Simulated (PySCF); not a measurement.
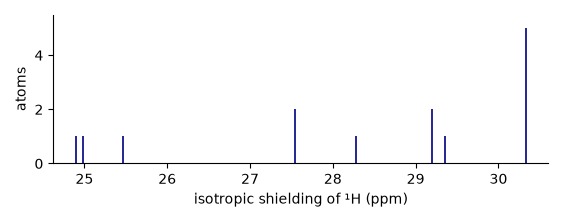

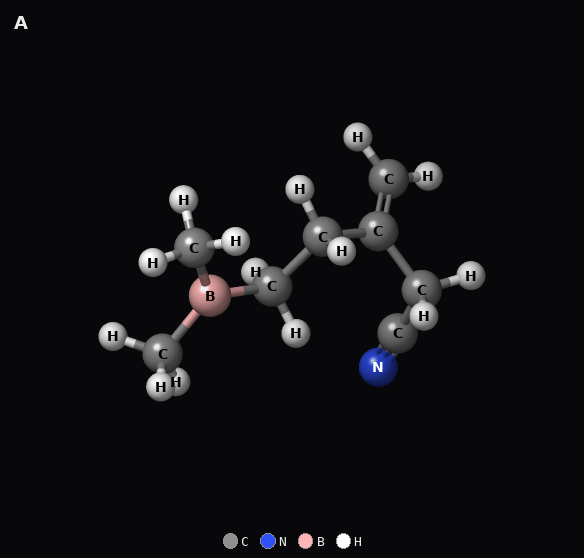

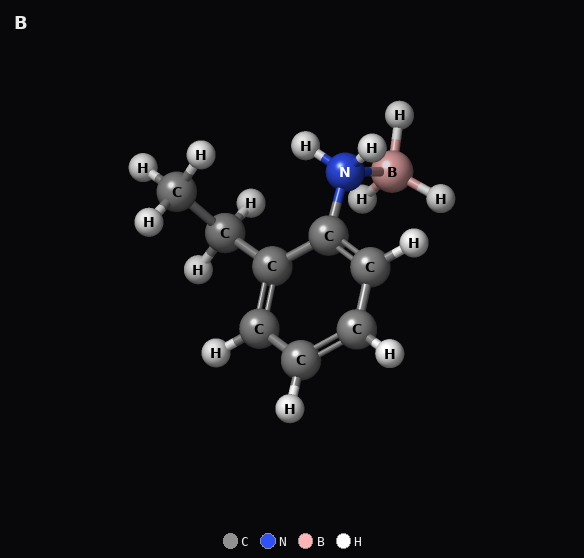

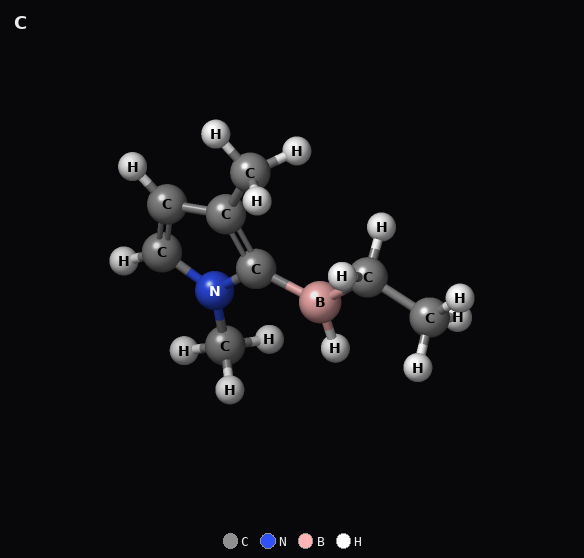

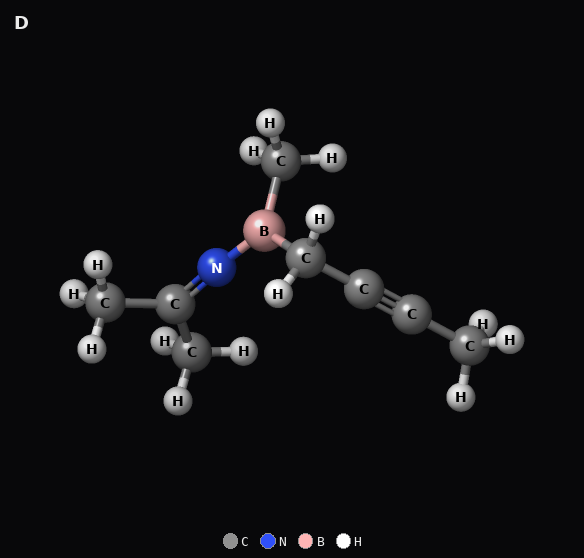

The sticks are computed shieldings of one of the molecules, for one fixed geometry (GFN2-xTB) without averaging over rotations. Low shielding means a high chemical shift. Method: GIAO PBE0/pcSseg-1 NMR shielding, non-relativistic, gas phase (PySCF 2.14.0).

Which molecule gives this pattern?

Answer. C, `CCBc1c(C)ccn1C`. Its 14 H atoms give lines at 24.89, 24.98, 25.47, 27.55 (2 atoms), 28.28, 29.20 (2 atoms), 29.36, 30.33 (5 atoms) ppm.

The geometry is semi-empirical. Around B such bond lengths and angles can be off by a tenth of an ångström or more and by several degrees, and values that hang on the shape move with them.
